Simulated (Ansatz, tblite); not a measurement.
# Si(OH)Cl3 (Cl3HOSi): charged states by level of theory

Aim: the energy of removing and adding an electron for Si(OH)Cl3 (Cl3HOSi), by energy differences, and how well orbital energies stand in for it.

Method: as each input shows; program: Ansatz 0.2.0, Gaussian basis.

Plan: charge +1 doublet, at the geometry of the singlet (PBE0-D4/def2-TZVP, PBE-D4/def2-TZVP, r2SCAN-D4/def2-TZVP); charge -1 doublet, at the geometry of the singlet (PBE0-D4/def2-TZVPD, PBE-D4/def2-TZVPD, r2SCAN-D4/def2-TZVPD); the starting singlet's energies come from earlier runs.

**1. The geometry**

The singlet was relaxed beforehand with r2SCAN-D4/def2-SVP.

6 atoms, charge 0, spin multiplicity 1.

Atoms are counted from 1 here; the program's logs count them from 0.

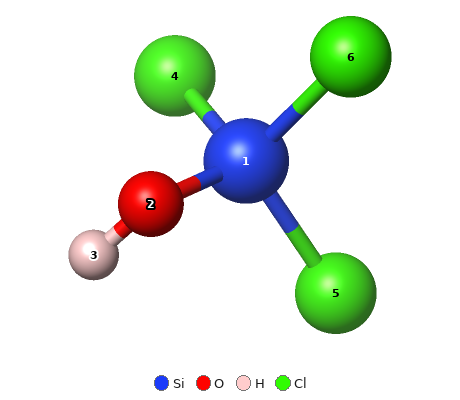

The structure; silicon blue, oxygen red, hydrogen pink, chlorine green; atoms are numbered from 1 in the order of the file.

**2. Charge +1 doublet at the fixed geometry, first pass, PBE0-D4/def2-SVP**

Input file in.yaml:

```yaml
crystal:
  periodic: [false, false, false]
  atoms:
    - {symbol: Si, position_ang: [-0.064798, -0.117302, -0.275080]}
    - {symbol: O, position_ang: [-0.071152, -0.111621, 1.361319]}
    - {symbol: H, position_ang: [0.347323, 0.632101, 1.813329]}
    - {symbol: Cl, position_ang: [1.846954, -0.114405, -1.014477]}
    - {symbol: Cl, position_ang: [-1.031116, 1.524737, -1.031100]}
    - {symbol: Cl, position_ang: [-1.027221, -1.813510, -0.853991]}
basis:
  gaussian: {orbitals: def2-SVP}
total_charge: 1
magnetization: {spin_polarized: true, initial_magnetization: 1}
hamiltonian: {xc: pbe0, dispersion: d4}
output: {orbitals: {seedname: orbitals}}
```

Launch:

```
$ ansatz run in.yaml --threads 2 --pin off --events-out ev --progress --plain --max-ram 4352MiB
```

The program printed:

```text
Functional definition: PBE0
  name "PBE0"
  cite "Adamo & Barone, J. Chem. Phys. 110, 6158 (1999) doi:10.1063/1.478522"
  cite "Perdew, Burke & Ernzerhof, Phys. Rev. Lett. 77, 3865 (1996) doi:10.1103/PhysRevLett.77.3865"
  parent pbe
  parameter a = 0.25
  parameter kappa = 0.804
  parameter beta = 0.06672455060314922
  exchange = (1 - a)*pbe_x(kappa = kappa, mu = beta*pi^2/3) + a*exact_x
  correlation = pbe_c(beta = beta)
822 factors; integrals over basis functions are off by at most 7.8e-4 eV
mean field evaluation 1: about -47462.3067 eV, gradient 4.4e1 eV
mean field evaluation 2: about -47425.5807 eV, gradient 9.7e1 eV
mean field evaluation 4: about -47469.1604 eV, gradient 4.7e0 eV
mean field evaluation 8: about -47469.3338 eV, gradient 5.3e-1 eV
mean field evaluation 16: about -47469.3357 eV, gradient 2.8e-2 eV
mean field evaluation 32: about -47469.3365 eV, gradient 7.4e-6 eV
mean field evaluation 64: about -47469.3083 eV, gradient 8.5e-1 eV
mean field -47469.33654349 eV, -1744.4659421013 hartree, gradient 7.4e-6 eV, S^2 0.754571; 7 other end points of the search recorded, 0 dependent functions left out
reference -47469.33656371 eV, -1744.4659428445 hartree; 37, 36 occupied and 54, 55 virtual orbitals, 822 factors
Total energy: -47469.52864415 eV, -1744.4730016705 hartree
```

It took 14 s on 2 threads of Arm Neoverse V2, shared host.

HOMO -14.96 eV, LUMO -13.60 eV (over both spins); ⟨S²⟩ 0.755 (pure: 0.75).

**3. Charge +1 doublet at the fixed geometry, PBE0-D4/def2-TZVP**

start.molden holds the orbitals of an earlier run on this state, given as this run's starting guess.

in.yaml, as its differences from that of step 2:

```diff
@@ -10,3 +10,3 @@
 basis:
-  gaussian: {orbitals: def2-SVP}
+  gaussian: {orbitals: def2-TZVP, initial_orbitals: start.molden}
 total_charge: 1
@@ -14,2 +14,3 @@
 hamiltonian: {xc: pbe0, dispersion: d4}
+scf: {omitted_lower_state_checks: [starts]}
 output: {orbitals: {seedname: orbitals}}
```

The command is unchanged.

The program printed:

```text
Functional definition: PBE0
  name "PBE0"
  cite "Adamo & Barone, J. Chem. Phys. 110, 6158 (1999) doi:10.1063/1.478522"
  cite "Perdew, Burke & Ernzerhof, Phys. Rev. Lett. 77, 3865 (1996) doi:10.1103/PhysRevLett.77.3865"
  parent pbe
  parameter a = 0.25
  parameter kappa = 0.804
  parameter beta = 0.06672455060314922
  exchange = (1 - a)*pbe_x(kappa = kappa, mu = beta*pi^2/3) + a*exact_x
  correlation = pbe_c(beta = beta)
these checks for a lower state are left out or cut short: starts
1267 factors; their error is unknown
mean field evaluation 1: about -47483.6142 eV, gradient 1.4e2 eV
mean field evaluation 2: about -47487.6442 eV, gradient 5.1e0 eV
mean field evaluation 4: about -47487.9214 eV, gradient 1.9e-1 eV
mean field evaluation 8: about -47487.9217 eV, gradient 1.3e-3 eV
mean field -47487.92173719 eV, -1745.1489353721 hartree, gradient 4.1e-6 eV, S^2 0.756378; 0 other end points of the search recorded, 0 dependent functions left out
reference -47487.92176277 eV, -1745.1489363125 hartree; 37, 36 occupied and 148, 149 virtual orbitals, 1267 factors
Total energy: -47488.11384322 eV, -1745.1559951386 hartree
Checks for a lower state left out: starts
```

It took 23 s on 2 threads of Arm Neoverse V2, shared host; peak memory 1.1 GiB.

HOMO -14.91 eV, LUMO -13.46 eV (over both spins); ⟨S²⟩ 0.756 (pure: 0.75).

**4. Charge +1 doublet at the fixed geometry, PBE-D4/def2-TZVP**

in.yaml, as its differences from that of step 3:

```diff
@@ -13,3 +13,3 @@
 magnetization: {spin_polarized: true, initial_magnetization: 1}
-hamiltonian: {xc: pbe0, dispersion: d4}
+hamiltonian: {xc: pbe, dispersion: d4}
 scf: {omitted_lower_state_checks: [starts]}
```

Same command.

The program printed:

```text
Functional definition: PBE
  name "PBE"
  cite "Perdew, Burke & Ernzerhof, Phys. Rev. Lett. 77, 3865 (1996) doi:10.1103/PhysRevLett.77.3865"
  parent pbe
  parameter kappa = 0.804
  parameter beta = 0.06672455060314922
  exchange = pbe_x(kappa = kappa, mu = beta*pi^2/3)
  correlation = pbe_c(beta = beta)
these checks for a lower state are left out or cut short: starts
1215 factors; their error is unknown
mean field evaluation 1: about -47484.6165 eV, gradient 1.1e1 eV
mean field evaluation 2: about -47484.7508 eV, gradient 2.5e-1 eV
mean field evaluation 4: about -47484.7729 eV, gradient 9.1e-1 eV
mean field evaluation 8: about -47484.7738 eV, gradient 1.1e-2 eV
mean field evaluation 16: about -47484.7738 eV, gradient 1.2e-4 eV
mean field -47484.77381274 eV, -1745.0332512824 hartree, gradient 9.6e-6 eV, S^2 0.751788; 0 other end points of the search recorded, 0 dependent functions left out
reference -47484.77384740 eV, -1745.0332525563 hartree; 37, 36 occupied and 148, 149 virtual orbitals, 1215 factors
Total energy: -47484.99915126 eV, -1745.0415323205 hartree
Checks for a lower state left out: starts
```

It took 14 s on 2 threads of Arm Neoverse V2, shared host.

HOMO -13.59 eV, LUMO -13.66 eV (over both spins; with the spin held, an empty level of the minority spin lies below the top filled one); ⟨S²⟩ 0.752 (pure: 0.75).

**5. Charge +1 doublet at the fixed geometry, r2SCAN-D4/def2-TZVP**

in.yaml, as its differences from that of step 4:

```diff
@@ -13,3 +13,3 @@
 magnetization: {spin_polarized: true, initial_magnetization: 1}
-hamiltonian: {xc: pbe, dispersion: d4}
+hamiltonian: {xc: r2scan, dispersion: d4}
 scf: {omitted_lower_state_checks: [starts]}
```

Launched as before.

The program printed:

```text
Functional definition: r2SCAN
  name "r2SCAN"
  cite "Furness, Kaplan, Ning, Perdew & Sun, J. Phys. Chem. Lett. 11, 8208 (2020) doi:10.1021/acs.jpclett.0c02405"
  cite "Furness, Kaplan, Ning, Perdew & Sun, J. Phys. Chem. Lett. 11, 9248 (2020) doi:10.1021/acs.jpclett.0c03077"
  parent r2scan
  parameter k0 = 0.174
  parameter k1 = 0.065
  parameter a1 = 4.9479
  exchange = r2scan_x(k0 = k0, k1 = k1, a1 = a1)
  correlation = r2scan_c
these checks for a lower state are left out or cut short: starts
1215 factors; their error is unknown
mean field evaluation 1: about -47501.9217 eV, gradient 7.9e0 eV
mean field evaluation 2: about -47501.9642 eV, gradient 1.4e-1 eV
mean field evaluation 4: about -47501.8529 eV, gradient 4.4e0 eV
mean field evaluation 8: about -47501.9745 eV, gradient 9.2e-3 eV
mean field evaluation 16: about -47501.9745 eV, gradient 6.4e-3 eV
mean field -47501.97452853 eV, -1745.6653659286 hartree, gradient 2.9e-6 eV, S^2 0.753606; 0 other end points of the search recorded, 0 dependent functions left out
reference -47501.97453854 eV, -1745.6653662966 hartree; 37, 36 occupied and 148, 149 virtual orbitals, 1215 factors
Total energy: -47502.02443821 eV, -1745.6672000758 hartree
Checks for a lower state left out: starts
```

Wall time 35 s (2 threads of Arm Neoverse V2, shared host).

Report: HOMO -13.90 eV, LUMO -13.90 eV (over both spins); ⟨S²⟩ 0.754 (pure: 0.75).

**6. Vertical ionisation energy**

Charged state less starting state, singlet to doublet; the starting state's energies are those of its earlier runs.

```
              level  vertical ionisation energy (eV)  time
   PBE-D4/def2-TZVP                           +10.80  16 s
r2SCAN-D4/def2-TZVP                           +11.11  41 s
  PBE0-D4/def2-TZVP                           +11.41  29 s
```

Times add the two runs; a level without a time comes out of a correlated run.

Beside −ε(HOMO) of the starting state:

```
              level  −ε(HOMO) (eV)  by difference (eV)  mismatch (eV)
   PBE-D4/def2-TZVP           7.89               10.80          -2.91
r2SCAN-D4/def2-TZVP           8.28               11.11          -2.83
  PBE0-D4/def2-TZVP           9.34               11.41          -2.07
```

**7. Charge -1 doublet at the fixed geometry, first pass, PBE0-D4/def2-SVP**

in.yaml, as its differences from that of step 5:

```diff
@@ -10,7 +10,6 @@
 basis:
-  gaussian: {orbitals: def2-TZVP, initial_orbitals: start.molden}
-total_charge: 1
+  gaussian: {orbitals: def2-SVP}
+total_charge: -1
 magnetization: {spin_polarized: true, initial_magnetization: 1}
-hamiltonian: {xc: r2scan, dispersion: d4}
-scf: {omitted_lower_state_checks: [starts]}
+hamiltonian: {xc: pbe0, dispersion: d4}
 output: {orbitals: {seedname: orbitals}}
```

The command is unchanged.

The program printed:

```text
Functional definition: PBE0
  name "PBE0"
  cite "Adamo & Barone, J. Chem. Phys. 110, 6158 (1999) doi:10.1063/1.478522"
  cite "Perdew, Burke & Ernzerhof, Phys. Rev. Lett. 77, 3865 (1996) doi:10.1103/PhysRevLett.77.3865"
  parent pbe
  parameter a = 0.25
  parameter kappa = 0.804
  parameter beta = 0.06672455060314922
  exchange = (1 - a)*pbe_x(kappa = kappa, mu = beta*pi^2/3) + a*exact_x
  correlation = pbe_c(beta = beta)
824 factors; integrals over basis functions are off by at most 7.8e-4 eV
mean field evaluation 1: about -47475.5370 eV, gradient 2.6e1 eV
mean field evaluation 2: about -47464.7266 eV, gradient 5.8e1 eV
mean field evaluation 4: about -47478.5505 eV, gradient 2.7e0 eV
mean field evaluation 8: about -47478.6613 eV, gradient 2.5e-1 eV
mean field evaluation 16: about -47478.6624 eV, gradient 2.0e-3 eV
mean field -47478.66239412 eV, -1744.8086607905 hartree, gradient 5.0e-5 eV, S^2 0.751645; 2 other end points of the search recorded, 0 dependent functions left out
reference -47478.66241738 eV, -1744.8086616456 hartree; 38, 37 occupied and 53, 54 virtual orbitals, 824 factors
Total energy: -47478.88603418 eV, -1744.8168794113 hartree
```

Wall time 4.7 s (2 threads of Arm Neoverse V2, shared host).

HOMO 3.98 eV, LUMO 5.91 eV (over both spins); ⟨S²⟩ 0.752 (pure: 0.75). Doubts: highest occupied level lies above zero.

**8. Charge -1 doublet at the fixed geometry, PBE0-D4/def2-TZVPD**

in.yaml, as its differences from that of step 7:

```diff
@@ -10,3 +10,3 @@
 basis:
-  gaussian: {orbitals: def2-SVP}
+  gaussian: {orbitals: def2-TZVPD, initial_orbitals: start.molden}
 total_charge: -1
@@ -14,2 +14,3 @@
 hamiltonian: {xc: pbe0, dispersion: d4}
+scf: {omitted_lower_state_checks: [starts]}
 output: {orbitals: {seedname: orbitals}}
```

Launched as before.

The program printed:

```text
Functional definition: PBE0
  name "PBE0"
  cite "Adamo & Barone, J. Chem. Phys. 110, 6158 (1999) doi:10.1063/1.478522"
  cite "Perdew, Burke & Ernzerhof, Phys. Rev. Lett. 77, 3865 (1996) doi:10.1103/PhysRevLett.77.3865"
  parent pbe
  parameter a = 0.25
  parameter kappa = 0.804
  parameter beta = 0.06672455060314922
  exchange = (1 - a)*pbe_x(kappa = kappa, mu = beta*pi^2/3) + a*exact_x
  correlation = pbe_c(beta = beta)
these checks for a lower state are left out or cut short: starts
1455 factors; their error is unknown
mean field evaluation 1: about -47492.3279 eV, gradient 1.4e2 eV
mean field evaluation 2: about -47497.3633 eV, gradient 7.2e0 eV
mean field evaluation 4: about -47498.8869 eV, gradient 3.9e-1 eV
mean field evaluation 8: about -47498.9940 eV, gradient 2.3e-3 eV
mean field -47498.99404407 eV, -1745.5558351452 hartree, gradient 2.5e-5 eV, S^2 0.750439; 0 other end points of the search recorded, 0 dependent functions left out
reference -47498.99407365 eV, -1745.5558362323 hartree; 38, 37 occupied and 192, 193 virtual orbitals, 1455 factors
Total energy: -47499.21769045 eV, -1745.5640539980 hartree
Checks for a lower state left out: starts
```

Wall time 19 s (2 threads of Arm Neoverse V2, shared host); peak memory 0.96 GiB.

HOMO 1.46 eV, LUMO 2.65 eV (over both spins); ⟨S²⟩ 0.750 (pure: 0.75). Doubts: highest occupied level lies above zero.

**9. Charge -1 doublet at the fixed geometry, PBE-D4/def2-TZVPD**

in.yaml, as its differences from that of step 8:

```diff
@@ -13,3 +13,3 @@
 magnetization: {spin_polarized: true, initial_magnetization: 1}
-hamiltonian: {xc: pbe0, dispersion: d4}
+hamiltonian: {xc: pbe, dispersion: d4}
 scf: {omitted_lower_state_checks: [starts]}
```

The command is unchanged.

The program printed:

```text
Functional definition: PBE
  name "PBE"
  cite "Perdew, Burke & Ernzerhof, Phys. Rev. Lett. 77, 3865 (1996) doi:10.1103/PhysRevLett.77.3865"
  parent pbe
  parameter kappa = 0.804
  parameter beta = 0.06672455060314922
  exchange = pbe_x(kappa = kappa, mu = beta*pi^2/3)
  correlation = pbe_c(beta = beta)
these checks for a lower state are left out or cut short: starts
1350 factors; their error is unknown
mean field evaluation 1: about -47495.3296 eV, gradient 1.1e1 eV
mean field evaluation 2: about -47495.4629 eV, gradient 2.3e-1 eV
mean field evaluation 4: about -47495.4532 eV, gradient 1.8e-2 eV
mean field evaluation 8: about -47495.4532 eV, gradient 2.0e-5 eV
mean field -47495.45323105 eV, -1745.4257126666 hartree, gradient 2.0e-5 eV, S^2 0.750332; 0 other end points of the search recorded, 0 dependent functions left out
reference -47495.45327130 eV, -1745.4257141457 hartree; 38, 37 occupied and 192, 193 virtual orbitals, 1350 factors
Total energy: -47495.71539769 eV, -1745.4353471131 hartree
Checks for a lower state left out: starts
```

It took 9.5 s on 2 threads of Arm Neoverse V2, shared host.

HOMO 1.73 eV, LUMO 2.12 eV (over both spins); ⟨S²⟩ 0.750 (pure: 0.75). Doubts: highest occupied level lies above zero.

**10. Charge -1 doublet at the fixed geometry, r2SCAN-D4/def2-TZVPD**

in.yaml, as its differences from that of step 9:

```diff
@@ -13,3 +13,3 @@
 magnetization: {spin_polarized: true, initial_magnetization: 1}
-hamiltonian: {xc: pbe, dispersion: d4}
+hamiltonian: {xc: r2scan, dispersion: d4}
 scf: {omitted_lower_state_checks: [starts]}
```

The command is unchanged.

The program printed:

```text
Functional definition: r2SCAN
  name "r2SCAN"
  cite "Furness, Kaplan, Ning, Perdew & Sun, J. Phys. Chem. Lett. 11, 8208 (2020) doi:10.1021/acs.jpclett.0c02405"
  cite "Furness, Kaplan, Ning, Perdew & Sun, J. Phys. Chem. Lett. 11, 9248 (2020) doi:10.1021/acs.jpclett.0c03077"
  parent r2scan
  parameter k0 = 0.174
  parameter k1 = 0.065
  parameter a1 = 4.9479
  exchange = r2scan_x(k0 = k0, k1 = k1, a1 = a1)
  correlation = r2scan_c
these checks for a lower state are left out or cut short: starts
1350 factors; their error is unknown
mean field evaluation 1: about -47512.6856 eV, gradient 8.0e0 eV
mean field evaluation 2: about -47512.7259 eV, gradient 1.0e-1 eV
mean field evaluation 4: about -47512.7115 eV, gradient 3.8e-3 eV
mean field evaluation 8: about -47512.7115 eV, gradient 1.9e-5 eV
mean field -47512.71152227 eV, -1746.0599431707 hartree, gradient 3.0e-5 eV, S^2 0.750636; 0 other end points of the search recorded, 0 dependent functions left out
reference -47512.71155187 eV, -1746.0599442586 hartree; 38, 37 occupied and 192, 193 virtual orbitals, 1350 factors
Total energy: -47512.77011944 eV, -1746.0620965773 hartree
Checks for a lower state left out: starts
```

Run time: 27 s. Hardware: 2 threads of Arm Neoverse V2, shared host.

HOMO 1.77 eV, LUMO 2.36 eV (over both spins); ⟨S²⟩ 0.751 (pure: 0.75). Doubts: highest occupied level lies above zero.

**11. Vertical electron affinity**

Starting state less charged state (positive: the electron is bound), singlet to doublet; the starting state's energies are those of its earlier runs.

```
               level  vertical electron affinity (eV)  time
   PBE-D4/def2-TZVPD                            -0.18  14 s
r2SCAN-D4/def2-TZVPD                            -0.43  36 s
  PBE0-D4/def2-TZVPD                            -0.38  27 s
```

Times add the two runs; a level without a time comes out of a correlated run.

Beside −ε(LUMO) of the starting state:

```
               level  −ε(LUMO) (eV)  by difference (eV)  mismatch (eV)
   PBE-D4/def2-TZVPD           1.57               -0.18          +1.75
r2SCAN-D4/def2-TZVPD           1.07               -0.43          +1.50
  PBE0-D4/def2-TZVPD           0.71               -0.38          +1.09
```

**12. What came out**

| quantity | value |
| --- | --- |
| vertical ionisation energy, functionals in def2-TZVP | 10.80 (PBE-D4) to 11.41 eV (PBE0-D4) |
| vertical electron affinity, functionals in def2-TZVPD | -0.43 (r2SCAN-D4) to -0.18 eV (PBE-D4) |

The vertical ionisation energy spans 10.80 to 11.41 eV over the functionals. −ε(HOMO) misses the level's own difference by -2.07 eV at best (PBE0-D4) and -2.91 eV at worst (PBE-D4). The vertical electron affinity spans -0.43 to -0.18 eV over the functionals. A negative affinity means an unbound electron, held by the basis alone. −ε(LUMO) misses the level's own difference by +1.09 eV at best (PBE0-D4) and +1.75 eV at worst (PBE-D4).
